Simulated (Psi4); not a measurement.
# DLPNO-MP2/def2-TZVP (density fitting, density fitting for correlation, pno convergence normal) run of CH2FN (SMILES [H]/N=C/F)

Aim: the energy change on altering one bond length of CH2FN at DLPNO-MP2/def2-TZVP (density fitting, density fitting for correlation, pno convergence normal), from 2 runs. 

The calculation is run with Psi4 1.11.

2 further runs of the same task are left out: 1 that didn't finish, 1 set aside as unsound or not needed.

**1. The system as given**

The species is CH2FN (5 atoms), meant as a singlet with charge 0. As SMILES, `[H]/N=C/F`. The shape is that of a PBE0-D4/def2-TZVP optimisation.

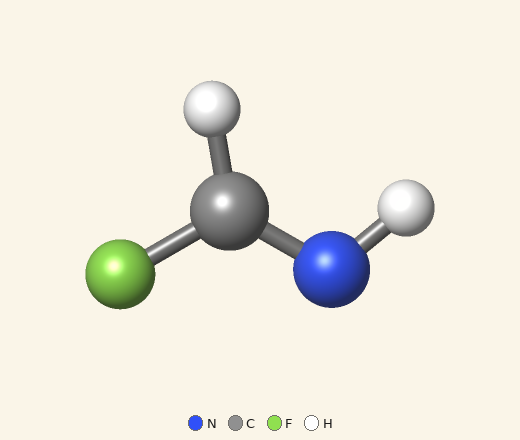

Viewed from a chosen angle; nitrogen blue, carbon grey, fluorine green, hydrogen white.

**2. The energy at DLPNO-MP2/def2-TZVP (density fitting, density fitting for correlation, pno convergence normal)**

Contents of calc.in:

```
memory 1600 mb

molecule {
  0 1
  N     -0.719900    -0.454400    -0.439800
  C      0.296500    -0.034500     0.137300
  F      1.242400    -0.884800     0.520800
  H     -1.343900     0.314100    -0.667300
  H      0.574800     0.986000     0.407600
  symmetry c1
}

set {
  basis def2-TZVP
  scf_type df
  pno_convergence normal
}

e_tot, wfn = energy("dlpno-mp2", return_wfn=True)
```

Command:

```sh
$ psi4 -n 1 calc.in calc.out
```

calc.out:

```text
[...]
  Running in c1 symmetry.
[...]
  Nuclear repulsion =   68.557568990751790
[...]
  Multiplicity = 1
[...]
  Nalpha       = 12
  Nbeta        = 12
[...]
    Number of basis functions: 105
[...]
   @DF-RHF iter   1:  -192.88801661272126   -6.15227e-01   4.41932e-03 DIIS/ADIIS
[...]
    Orbital Energies [Eh]
    ---------------------
    Doubly Occupied:
       1A    -26.322603     2A    -15.571514     3A    -11.378168
       4A     -1.650088     5A     -1.241098     6A     -0.883333
       7A     -0.781876     8A     -0.710431     9A     -0.700884
      10A     -0.627467    11A     -0.473618    12A     -0.464841
[...]
  @DF-RHF Final Energy:  -192.98195515099601
   => Energetics <=
    Nuclear Repulsion Energy =             68.5575689907517898
    One-Electron Energy =                -401.4672101466465506
    Two-Electron Energy =                 139.9276860048987317
    Total Energy =                       -192.9819551509960149
[...]
 Multipole Moments:
 ------------------------------------------------------------------------------------
     Multipole            Electronic (a.u.)      Nuclear  (a.u.)        Total (a.u.)
 ------------------------------------------------------------------------------------
 L = 1.  Multiply by 2.5417464519 to convert [e a0] to [Debye]
 Dipole X            :          2.1023871           -2.2130093           -0.1106222
 Dipole Y            :         -1.2683864            2.4948084            1.2264219
 Dipole Z            :          0.9292364           -0.8346456            0.0945908
 Magnitude           :                                                    1.2350285
[...]
  @LMP2 iter   7:  -0.658164269116 -7.003e-09  3.416e-07
[...]
```

It took 3.6 s on 1 thread of Intel Xeon Platinum 8375C at 2.90GHz (Ice Lake), shared host; peak memory 0.28 GiB.

**3. The distorted shape at the same level**

Contents of ch2fn.in:

```
memory 1600 MB

molecule m {
  0 1
  N     -0.821507    -0.496376    -0.497491
  C      0.296500    -0.034500     0.137300
  F      1.242400    -0.884800     0.520800
  H     -1.445507     0.272124    -0.724991
  H      0.574800     0.986000     0.407600
  symmetry c1
}

set basis def2-TZVP
set reference rhf
set scf_type df
set pno_convergence normal

energy('dlpno-mp2')
```

Command:

```sh
$ psi4 ch2fn.in ch2fn.out -n 1
```

ch2fn.out:

```text
[...]
  Running in c1 symmetry.
[...]
  Nuclear repulsion =   66.003677533640399
[...]
  Multiplicity = 1
[...]
  Nalpha       = 12
  Nbeta        = 12
[...]
    Number of basis functions: 105
[...]
   @DF-RHF iter   1:  -192.84975218803697   -8.08065e-01   4.60829e-03 ADIIS/DIIS
[...]
    Orbital Energies [Eh]
    ---------------------
    Doubly Occupied:
       1A    -26.339434     2A    -15.587972     3A    -11.405741
       4A     -1.662187     5A     -1.185570     6A     -0.900160
       7A     -0.776319     8A     -0.718867     9A     -0.702383
      10A     -0.624267    11A     -0.471183    12A     -0.430920
[...]
  @DF-RHF Final Energy:  -192.95719679679840
   => Energetics <=
    Nuclear Repulsion Energy =             66.0036775336403991
    One-Electron Energy =                -396.3117398782230794
    Two-Electron Energy =                 137.3508655477843092
    Total Energy =                       -192.9571967967983994
[...]
 Multipole Moments:
 ------------------------------------------------------------------------------------
     Multipole            Electronic (a.u.)      Nuclear  (a.u.)        Total (a.u.)
 ------------------------------------------------------------------------------------
 L = 1.  Multiply by 2.5417464519 to convert [e a0] to [Debye]
 Dipole X            :          2.3147074           -2.2778417            0.0368656
 Dipole Y            :         -1.2246359            2.4680247            1.2433889
 Dipole Z            :          1.0443587           -0.8714565            0.1729022
 Magnitude           :                                                    1.2558942
[...]
  @LMP2 iter   7:  -0.668046910921 -1.045e-08  4.284e-07
[...]
```

It took 3.3 s on 1 thread of Intel Xeon Platinum 8375C at 2.90GHz (Ice Lake), shared host; peak memory 0.28 GiB.

**4. Summary of results**

Level: DLPNO-MP2/def2-TZVP (density fitting, density fitting for correlation, pno convergence normal).

```
                                                         quantity          value
                                        first shape: total energy  -193.64017 Eh
                 first shape: HOMO energy (Hartree–Fock orbitals)      -12.65 eV
                 first shape: LUMO energy (Hartree–Fock orbitals)        3.83 eV
               first shape: HOMO–LUMO gap (Hartree–Fock orbitals)       16.48 eV
                                  first shape: correlation energy     -658.2 mEh
                                    distorted shape: total energy  -193.62530 Eh
             distorted shape: HOMO energy (Hartree–Fock orbitals)      -11.73 eV
             distorted shape: LUMO energy (Hartree–Fock orbitals)        3.18 eV
           distorted shape: HOMO–LUMO gap (Hartree–Fock orbitals)       14.90 eV
                              distorted shape: correlation energy     -668.1 mEh
energy change with the N1–C2 bond stretched from 1.242 to 1.366 Å       0.405 eV
```

With the N1–C2 bond stretched from 1.242 to 1.366 Å the energy rises by 0.40 eV (9.3 kcal/mol). The first shape isn't relaxed at this level, so the change isn't measured from a minimum.
